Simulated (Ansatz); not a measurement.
**RPA@PBE0/aug-cc-pVDZ run of GeHF3 (SMILES [F][GeH]([F])[F])**

What is the electronic atomisation energy of GeHF3 at RPA@PBE0/aug-cc-pVDZ? 

The calculation is run with Ansatz 0.2.0.

48 further runs of the same task are left out: 48 set aside as unsound or not needed. Runs told in other sessions of the task aren't counted.

### Step 1. The structure to begin with

The species is GeHF3 (5 atoms), meant as a singlet with charge 0. SMILES: `[F][GeH]([F])[F]`. Geometry: relaxed at PBE0-D4/def2-TZVP.

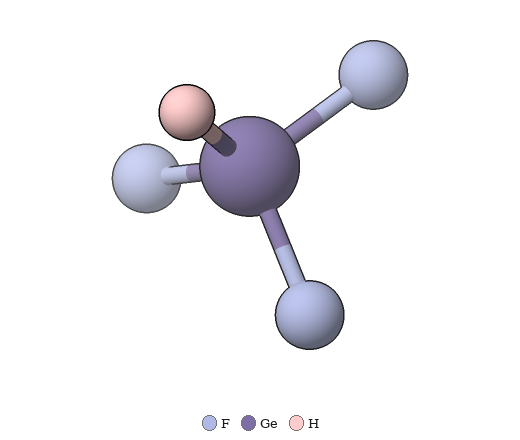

The structure, seen from a chosen angle (fluorine light blue, germanium purple, hydrogen pink).

### Step 2. The energy at RPA@PBE0/aug-cc-pVDZ

Contents of in.yaml:

```yaml
basis:
  gaussian:
    orbitals: aug-cc-pVDZ
crystal:
  periodic: [false, false, false]
  atoms:
    - {symbol: F, position_ang: [-0.249800, -0.734100, 1.483000]}
    - {symbol: Ge, position_ang: [0.095600, -0.008700, -0.023300]}
    - {symbol: F, position_ang: [-0.673100, 1.515700, -0.011300]}
    - {symbol: F, position_ang: [-0.708100, -0.944000, -1.204000]}
    - {symbol: H, position_ang: [1.585200, 0.097300, -0.285700]}
hamiltonian:
  xc: {name: PBE0}
correlation:
  method: rpa
  frozen_orbitals: {F: 1, Ge: 9, H: 0}
accuracy: high
```

Command:

```
$ ansatz run in.yaml --threads 1 --pin off --max-ram 3480MiB --events-out events.jsonl --progress --plain --runs-dir runs
```

Output:

```text
Warning: RAYON_NUM_THREADS=1 ignored (pool sized by the plan → 1); use --threads N
Functional definition: PBE0
  name "PBE0"
  parameter a = 0.25
  parameter kappa = 0.804
  parameter beta = 0.06672455060314922
  exchange = (1 - a)*pbe_x(kappa = kappa, mu = beta*pi^2/3) + a*exact_x
  correlation = pbe_c(beta = beta)
2323 factors; integrals over basis functions are off by at most 4.5e-9 eV
mean field evaluation 1: about -64669.0017 eV, gradient 5.4e1 eV
mean field evaluation 2: about -64669.0557 eV, gradient 5.4e1 eV
mean field evaluation 4: about -64673.4163 eV, gradient 1.4e0 eV
mean field evaluation 8: about -64673.4290 eV, gradient 1.4e-2 eV
mean field evaluation 16: about -64673.4290 eV, gradient 1.8e-6 eV
mean field -64673.42900655 eV, -2376.7046787659 hartree, gradient 2.8e-8 eV, S^2 0.000000; 0 other end points of the search recorded, 0 dependent functions left out
12 core orbitals not correlated: weight in the atoms' cores, before any rotation towards them, 1.000 or more for the frozen orbitals, at most 0.000 for the correlated occupied ones
reference -64609.65198551 eV, -2374.3609164723 hartree; 18, 18 occupied and 84, 84 virtual orbitals, 2323 factors
Total energy: -64637.06082363 eV, -2375.3681726949 hartree
```

Wall time 20 s (1 thread of Arm Neoverse V1, shared host); peak memory 0.44 GiB.

### Step 3. The F atom

Contents of job.yaml:

```yaml
crystal:
  periodic: [false, false, false]
  atoms:
    - {symbol: F, position_ang: [0.000000, 0.000000, 0.000000]}
basis:
  gaussian:
    orbitals: aug-cc-pVDZ
magnetization:
  spin_polarized: true
  initial_magnetization: 1
hamiltonian:
  xc: pbe0
correlation:
  method: rpa
  frozen_orbitals: {F: 1}
accuracy: high
```

Run the same way, it converges to -99.61228 Eh (log not shown).

### Step 4. The Ge atom at the same level

Contents of in.yaml:

```yaml
crystal:
  periodic: [false, false, false]
  atoms:
    - {symbol: Ge, position_ang: [0.000000, 0.000000, 0.000000]}
basis:
  gaussian:
    orbitals: aug-cc-pVDZ
magnetization:
  spin_polarized: true
  initial_magnetization: 2
hamiltonian:
  xc: {name: PBE0}
correlation:
  method: rpa
  frozen_orbitals: {Ge: 9}
accuracy: high
```

Run the same way, it converges to -2075.39836 Eh (log not shown).

### Step 5. The H atom, same level

Contents of in.yaml:

```yaml
crystal:
  periodic: [false, false, false]
  atoms:
    - {symbol: H, position_ang: [0.000000, 0.000000, 0.000000]}
basis:
  gaussian: {orbitals: aug-cc-pVDZ}
magnetization: {spin_polarized: true, initial_magnetization: 1}
hamiltonian: {xc: {name: PBE0}}
correlation: {method: rpa, frozen_orbitals: {H: 0}}
accuracy: high
```

Command:

```
$ ansatz run in.yaml --threads 1 --pin off --max-ram 3480MiB --events-out events.jsonl --progress --plain --runs-dir runs
```

Output:

```text
Warning: RAYON_NUM_THREADS=1 ignored (pool sized by the plan → 1); use --threads N
Functional definition: PBE0
  name "PBE0"
  parameter a = 0.25
  parameter kappa = 0.804
  parameter beta = 0.06672455060314922
  exchange = (1 - a)*pbe_x(kappa = kappa, mu = beta*pi^2/3) + a*exact_x
  correlation = pbe_c(beta = beta)
42 factors; integrals over basis functions are off by at most 4.4e-8 eV
mean field evaluation 1: about -13.6231 eV, gradient 2.5e-1 eV
mean field evaluation 2: about -13.6224 eV, gradient 2.3e-1 eV
mean field evaluation 4: about -13.6234 eV, gradient 7.5e-4 eV
mean field evaluation 8: about -13.6234 eV, gradient 7.9e-9 eV
mean field -13.62340876 eV, -0.5006510378 hartree, gradient 8.3e-8 eV, S^2 0.750000; 0 other end points of the search recorded, 0 dependent functions left out
reference -13.58263464 eV, -0.4991526165 hartree; 1, 0 occupied and 8, 9 virtual orbitals, 42 factors
Total energy: -13.97165659 eV, -0.5134489092 hartree
```

Wall time 0.16 s (1 thread of Arm Neoverse V1, shared host).

### Step 6. Summary of results

Level: RPA@PBE0/aug-cc-pVDZ, 12 core orbitals frozen.

| quantity | value |
| --- | --- |
| molecule: total energy | -2375.36817 Eh |
| molecule: RPA correlation energy (valence) | -1007.3 mEh |
| F atom: total energy | -99.61228 Eh |
| F atom: RPA correlation energy (valence) | -233.8 mEh |
| F atom: ⟨S²⟩ of the reference determinant | 0.752 |
| Ge atom: total energy | -2075.39836 Eh |
| Ge atom: RPA correlation energy (valence) | -112.3 mEh |
| Ge atom: ⟨S²⟩ of the reference determinant | 2.003 |
| H atom: total energy | -0.51345 Eh |
| H atom: RPA correlation energy | -14.3 mEh |
| H atom: ⟨S²⟩ of the reference determinant | 0.750 |
| electronic atomisation energy | 16.858 eV |

In words: Taking the molecule apart into free atoms costs 16.86 eV (389 kcal/mol), before zero-point energy and without spin-orbit coupling.
